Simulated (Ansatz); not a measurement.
BN$_{3}$H$_{6}$: molecular dynamics

- system: BN$_{3}$H$_{6}$
- method: RKS BHLYP-D4/6-31G* (Ansatz 0.2.0)

One setting was made poor on purpose. It belongs to a series of runs on one base structure; here: an input spoilt on purpose.

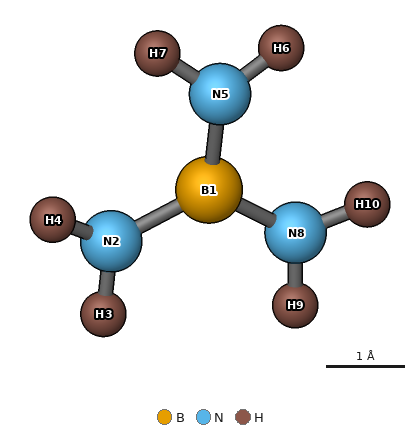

Figure 1. The input geometry (ball-and-stick view, seen at a tilt; atoms are numbered from 1 in the order of the input). Bond lengths as drawn: B–N 1.43 Å and H–N 1.00 Å.

Input file
```yaml
crystal:
  periodic: [false, false, false]
  atoms:
    - { symbol: B, position_ang: [-9.5e-05, 0.011694, -0.001002] }
    - { symbol: "N", position_ang: [-0.01353, 0.141614, 1.41871] }
    - { symbol: H, position_ang: [-0.835878, -0.031028, 1.960096] }
    - { symbol: H, position_ang: [0.824023, 0.079385, 1.960781] }
    - { symbol: "N", position_ang: [1.243825, 0.024246, -0.705678] }
    - { symbol: H, position_ang: [1.265723, 0.176616, -1.694373] }
    - { symbol: H, position_ang: [2.075501, 0.357965, -0.2605] }
    - { symbol: "N", position_ang: [-1.224211, -0.113661, -0.720776] }
    - { symbol: H, position_ang: [-2.092612, -0.30376, -0.263769] }
    - { symbol: H, position_ang: [-1.242745, -0.343071, -1.693489] }
basis:
  gaussian: { orbitals: "6-31G*" }
hamiltonian:
  xc: { name: BHLYP }
  dispersion: d4
md:
  timestep: 0.5
  n_steps: 25
  ensemble: nvt_langevin
  temperature: 300.0
  initial_velocities: maxwell_boltzmann
  seed: 717330
  friction: 0.005
  masses: [{ species: B, mass: 0.0 }]
```

Launch command:
```bash
ansatz run input.yaml --threads 1 --pin off --max-ram 2048MiB --backend cpu --events-out ev --progress --plain --runs-dir out
```

What the program printed
```
Error: invalid value for `md.masses[].mass`: must be finite and > 0; got 0 u
```

What the run reported

- outcome: refused by the program
- hardware: 1 thread of Intel Xeon (Sapphire Rapids), 32 GiB of memory available, shared host

What went wrong

The program refused the input: “invalid value for `md.masses[].mass`: must be finite and > 0; got 0 u” A deliberately poor setting: bad input.
